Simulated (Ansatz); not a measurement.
The reference is AlP in the zinc blende structure (space group F-43m, No. 216; a = 5.508 Å).

Now apply this change: a fraction x = 0.75 of the Al sites is given to B, ordered in a cell of 8 atoms (starting symmetry P-43m) and fully relaxed.

All numbers come from PBE (Ansatz, an electronic-structure program, PAW, no SOC).

The zone is the changed cell's own and can be folded.

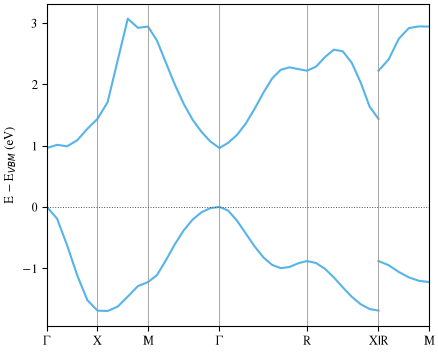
*Highest valence and lowest conduction band along the path of the changed cell's own zone*

From the figure, how large is the changed gap, and is it direct?

About 1.0 eV, direct at Γ.

These are small ordered cells, not random alloys; other orderings at the same x differ. No phonon test of stability was made. k-point labels follow each cell's own Brillouin zone.
